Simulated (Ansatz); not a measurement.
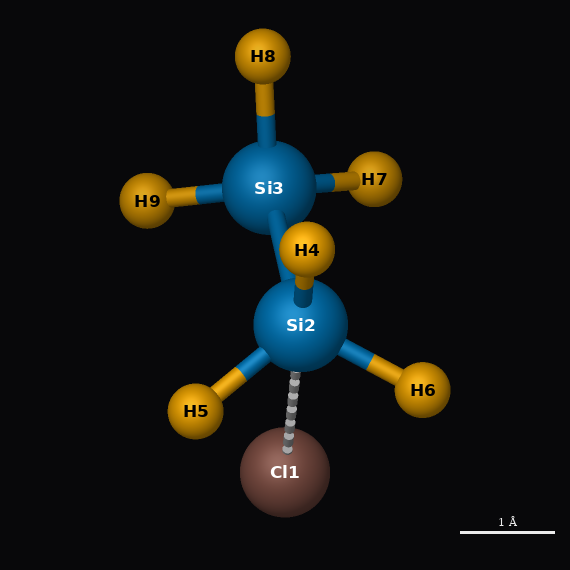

Two molecules or ions; the broken line marks their closest contact (measured against van der Waals radii). State: charge −1, singlet. Geometry: a pair of rigid molecules at a changed separation. Program: Ansatz 0.2.0.

Question: Which two species are they?

Answer: Cl and Si2H6 (`[Cl-].[SiH3][SiH3]`).

Question: How long is the contact?

Answer: Cl1···Si2 is 3.24 Å.

Give the counterpoise-corrected interaction energy (kcal/mol, monomers kept as in the pair) with RHF-CCSD(T) (frozen core)/def2-TZVPPD; ωB97M-V/def2-TZVPPD.

```
                                level  interaction energy (kcal/mol)
RHF-CCSD(T) (frozen core)/def2-TZVPPD                          −16.6
                  ωB97M-V/def2-TZVPPD                          −18.5
```
